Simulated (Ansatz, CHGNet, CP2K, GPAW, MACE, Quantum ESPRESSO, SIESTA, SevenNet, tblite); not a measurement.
# Random packing of C72N28 (at. %) (57 atoms) in SIESTA, part 2 of 2

Aim: run random packing of C72N28 (at. %) (57 atoms) in SIESTA and see how near its forces come to a plane-wave reference, and at what cost.

Program: SIESTA 5.4.2; the method stands at each step. Banners, paths, timers and routine set-up lines are dropped from the logs unmarked, and long logs keep their key lines alone; longer cuts are marked. The potentials were converted by us to PSML.

So far. Step 2 (PBE, DZP, shift 0.01 Ry, mesh 500 Ry): Forces lie 4.4 % from the reference's, at 1.8 times its CPU time. Step 3 (PBE, SZP, shift 0.01 Ry, mesh 500 Ry): Against the first run (4.4 %), the force difference from the reference is 28 %, at 0.77 times the CPU time, with 513 basis functions against 741: the smaller basis costs accuracy.

### Step 4. PBE, DZP, shift 0.001 Ry, mesh 500 Ry

Method: Kohn-Sham DFT, PBE, PseudoDojo 0.4.1 norm-conserving pseudopotentials (converted to PSML), numerical atomic orbitals (DZP), diagonalisation.

The input, input.fdf:

```
SystemLabel cell
NumberOfAtoms 57
NumberOfSpecies 2
%block ChemicalSpeciesLabel
  1 6 C
  2 7 N
%endblock ChemicalSpeciesLabel
LatticeConstant 1.0 Ang
%block LatticeVectors
  7.97600 0.00000 0.00000
  0.00000 7.97600 0.00000
  0.00000 0.00000 7.97600
%endblock LatticeVectors
PAO.BasisSize DZP
PAO.EnergyShift 0.001 Ry
XC.Functional GGA
XC.Authors PBE
MeshCutoff 500 Ry
%block kgrid_Monkhorst_Pack
  1 0 0 0.0
  0 1 0 0.0
  0 0 1 0.0
%endblock kgrid_Monkhorst_Pack
SolutionMethod diagon
OccupationFunction FD
ElectronicTemperature 580 K
SCF.Mixer.Method Pulay
SCF.Mixer.Weight 0.05
SCF.Mixer.History 8
SCF.Mix Hamiltonian
MaxSCFIterations 300
SCF.DM.Tolerance 1e-04
SCF.H.Tolerance 1.0e-3 eV
WriteForces T
Write.HirshfeldPop T
Write.VoronoiPop T
Write.DM F
Write.H F
XML.Write F
AtomicCoordinatesFormat Fractional
%block AtomicCoordinatesAndAtomicSpecies
[... 57 atom lines left out: the same atoms as in the first run ...]
%endblock AtomicCoordinatesAndAtomicSpecies
```

Launch:

```console
$ OMP_NUM_THREADS=1 mpirun -np 4 siesta < input.fdf > output.txt
```

What it wrote:

```text
Version         : 5.4.2
reinit: System Name:
reinit: System Label: cell
initatom: Reading input for the pseudopotentials and atomic orbitals ----------
Species number:   1 Atomic number:    6 Label: C
Species number:   2 Atomic number:    7 Label: N
Ground state valence configuration (from tables):   2s02  2p02  3d00  4f00
Ground state valence configuration (from tables):   2s02  2p03  3d00  4f00
---- Processing specs for species: C
GGA--PBE XC_GGA_X_PBE--XC_GGA_C_PBE pb
---- Processing specs for species: N
GGA--PBE XC_GGA_X_PBE--XC_GGA_C_PBE pb
C pseudopotential only contains V_ls up to l=1 -- lmxkb reset.
N pseudopotential only contains V_ls up to l=1 -- lmxkb reset.
Using PAO.SplitTailNorm
%block ChemicalSpeciesLabel
[... lines left out ...]
Total number of electrons:   244.000000
[... lines left out ...]
stepf: Fermi-Dirac step function
        iscf     Eharris(eV)        E_KS(eV)     FreeEng(eV)     dDmax    Ef(eV) dHmax(eV)
[... lines left out ...]
SCF Convergence by DM+H criterion
[... lines left out ...]
SCF cycle converged after 21 iterations
[... lines left out ...]
   Max    5.521747
[... lines left out ...]
   Max    5.521747    constrained
Stress tensor Voigt[x,y,z,yz,xz,xy] (kbar):      265.81      235.54      225.29      -69.67      -26.23      -23.32
[... lines left out ...]
siesta: DEna    =        49.465431
siesta: DUscf   =         4.261208
siesta: Ex      =     -3147.595214
siesta: Ec      =      -295.548303
siesta: Exc     =     -3443.143517
siesta: Eharris =    -11021.031116
siesta: Etot    =    -11021.031118
siesta: FreeEng =    -11021.288126
siesta: Final energy (eV):
siesta:  Band Struct. =   -3204.306073
siesta:       Kinetic =    6601.932662
siesta:       Hartree =    1574.764914
siesta:         Exch. =   -3147.595214
siesta:         Corr. =    -295.548303
siesta:   Exch.-corr. =   -3443.143517
siesta:  Ion-electron =   -9217.370589
siesta:       Ion-ion =   -6537.214587
siesta:         Total =  -11021.031118
siesta:         Fermi =      -5.955339
siesta: Stress tensor (static) (eV/Ang**3):
siesta:     0.165903   -0.014556   -0.016372
siesta:    -0.014557    0.147013   -0.043483
siesta:    -0.016372   -0.043483    0.140615
siesta: Cell volume =        507.405810 Ang**3
siesta: Pressure (static):
siesta:                Solid            Molecule  Units
siesta:          -0.00164653         -0.00163345  Ry/Bohr**3
siesta:          -0.15117720         -0.14997658  eV/Ang**3
siesta:        -242.21257030       -240.28896414  kBar
    Orbital volume contribution        =          43.278431 eV
    (Free)E + p_basis*V_orbitals       =      -10978.009694 eV
    (Free)Eharris+ p_basis*V_orbitals  =      -10978.009692 eV
Hirshfeld Atomic Populations:
Atom #   charge [q] valence [e]  Species
     1     0.007624    3.992376  C
     2    -0.004563    4.004563  C
     3     0.060543    3.939457  C
[...]
42    -0.010014    5.010014  N
    43    -0.048846    5.048846  N
    44    -0.023782    5.023782  N
[...]
--------------------
 Total    -0.000002
Voronoi Atomic Populations:
Atom #   charge [q] valence [e]  Species
[...]
40     0.006230    3.993770  C
    41     0.002390    3.997610  C
[...]
56    -0.056830    5.056830  N
    57    -0.098757    5.098757  N
--------------------
 Total    -0.000002
```

Elapsed: 4.9 min, on 4 MPI ranks of Arm Neoverse V1, shared host; peak memory 2.4 GiB.

Numbers from this run, and their distance from the reference:

```
r.m.s. force component                  : 1.899 eV/Å
r.m.s. difference of force components   : 113.3 meV/Å
longest difference of force vectors     : 346.9 meV/Å
force difference over r.m.s. force      : 5.741 %
slope of forces against the reference's : 0.9616
correlation of force components         : 0.999
pressure                                : -24.22 GPa
pressure difference                     : 2.613 GPa
```

Against the first run (4.4 %), the force difference from the reference is 5.7 %, at 4.1 times the CPU time (on 4 against 2 cores).

The run ends at a pressure of -24.22 GPa, with forces up to 6.9 eV/Å.

### Step 5. All runs compared

Differences are against the plane-wave reference, forces as r.m.s. over components; share is that over the reference's r.m.s. force, slope the least-squares factor from reference forces to these. Total energies of different programs have different zeros and aren't compared.

| run | Δ force, r.m.s. (meV/Å) | share (%) | slope | Δ pressure (GPa) | cores | CPU time | memory (GiB) |
| --- | --- | --- | --- | --- | --- | --- | --- |
| reference | - | - | - | - | 2 | 2.7 min | 1.1 |
| SIESTA PBE, DZP, shift 0.01 Ry, mesh 500 Ry | 87.4 | 4.43 | 0.984 | 1.66 | 2 | 4.8 min | 1.2 |
| SIESTA PBE, SZP, shift 0.01 Ry, mesh 500 Ry (coarse) | 559 | 28.3 | 0.789 | 8.57 | 2 | 3.7 min | 1.1 |
| SIESTA PBE, DZP, shift 0.001 Ry, mesh 500 Ry | 113 | 5.74 | 0.962 | 2.61 | 4 | 20 min | 2.4 |

Rows marked coarse were listed beforehand as settings not expected to be converged; some can still land near the reference.

CPU time is summed over cores on a shared host, where runs went side by side, so it is rough. Symmetry, cutoffs, thresholds, outputs and thread counts weren't matched or tuned between programs; memory under MPI is the largest rank's times the ranks.

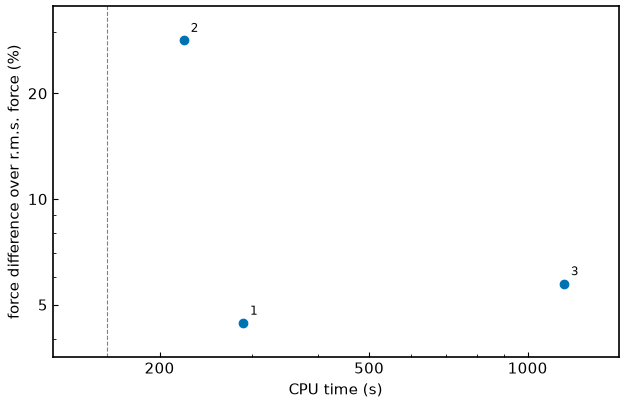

Force difference against CPU time; the dashed line marks the reference's time. Points: 1 SIESTA PBE, DZP, shift 0.01 Ry, mesh 500 Ry; 2 SIESTA PBE, SZP, shift 0.01 Ry, mesh 500 Ry; 3 SIESTA PBE, DZP, shift 0.001 Ry, mesh 500 Ry.

### Step 6. Results

```json
{"nearest in forces": "SIESTA PBE, DZP, shift 0.01 Ry, mesh 500 Ry, 4.4 %", "its CPU time": "4.8 min"}
```

**Reading.** The PBE runs in local orbitals, coarse settings apart, differ by 4.4 % (SIESTA PBE, DZP, shift 0.01 Ry, mesh 500 Ry) to 5.7 % (SIESTA PBE, DZP, shift 0.001 Ry, mesh 500 Ry); basis, grid and potentials can all enter. Runs with settings chosen to be coarse differ by 28 % (SIESTA PBE, SZP, shift 0.01 Ry, mesh 500 Ry), their programs' other errors included. None of the electronic-structure runs in the table takes under half the reference's CPU time of 2.7 min; they take 1.4 to 7.4 times as much. SIESTA PBE, SZP, shift 0.01 Ry, mesh 500 Ry softens the forces by a factor of 0.79 while following their directions (correlation 0.972); the slopes of the 3 SIESTA runs lie between 0.79 and 0.98. In pressure, SIESTA PBE, SZP, shift 0.01 Ry, mesh 500 Ry misses by +8.6 GPa, at the same functional. The reference's pressure holds the uncorrected Pulay stress of its 60 Ry basis, so small pressure differences, and their order, may be the reference's own error. The reference's stress is far from hydrostatic: its diagonal is -29.2, -26.2, -25.0 GPa, compression counted positive. The reference's pressure of -27 GPa says that the cell would shrink at this level of theory. The electronic-structure runs sample only Γ, in a cell whose shortest periodic width is 8 Å, which is coarse for a cell with partly filled levels.

[Also dropped from logs without a mark: logging warnings of Python, and SIESTA's first energy breakdown and zero terms.]

[Logs are printed without paths, hosts, clocks, repeated set-up lines and the standing remarks that a program may print on its own settings, such as how far it seeks lower states.]

[Hosts, paths, dates, database ids (printed as entryN), source tags and the programs' standing remarks are cut or masked in the printed files.]
